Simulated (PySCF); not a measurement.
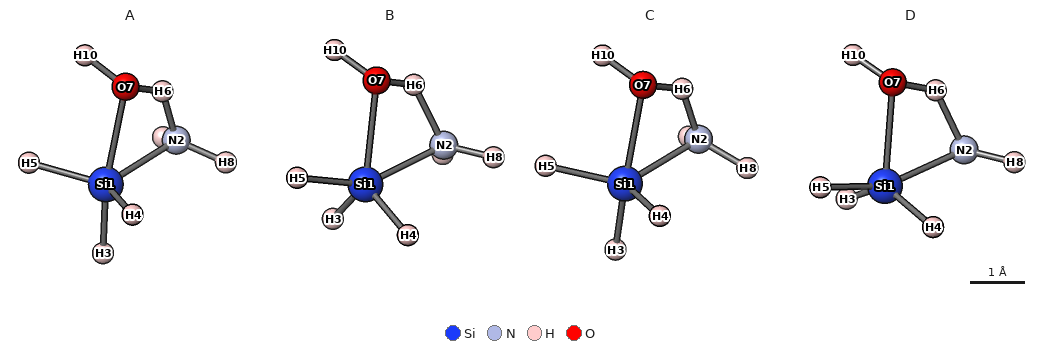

4 geometries from one relaxation of SiNH₇O (coarse preliminary run), in shuffled order. A ball-and-stick model, seen at a tilt.

The reaction that was planned forms Si1–O7, N2–H6 and breaks Si1–N2, H6–O7 (atoms numbered from 1 in input order).

Computed with PySCF, RKS PBE0-D4/def2-SVP, partitioned rational-function steps on a Bofill-updated Hessian. 

> Order the frames from highest to lowest energy.

D, B, C, A. They are steps 0, 6, 14, 30, at +0.397 eV, +0.171 eV, +0.138 eV relative to the last. Over 30 geometry steps the energy falls by 0.397 eV. An H atom moves most after the best rigid fit: 1.30 Å. Largest moves by element: H 1.30 Å, O 0.36 Å, N 0.27 Å, Si 0.04 Å. Some distances before and after: H–N 1.405 → 1.210 Å, H–O 1.113 → 1.282 Å, H–Si 1.475 → 1.532 Å, H–Si 1.465 → 1.492 Å. Among the angles between lasting bonds that change: H–Si–O 112.5° → 165.7°, N–Si–H 159.9° → 118.5°, H–Si–H 136.0° → 99.2°. Cost: 2.2 min on 4 threads of Arm Neoverse V2, on a shared host.
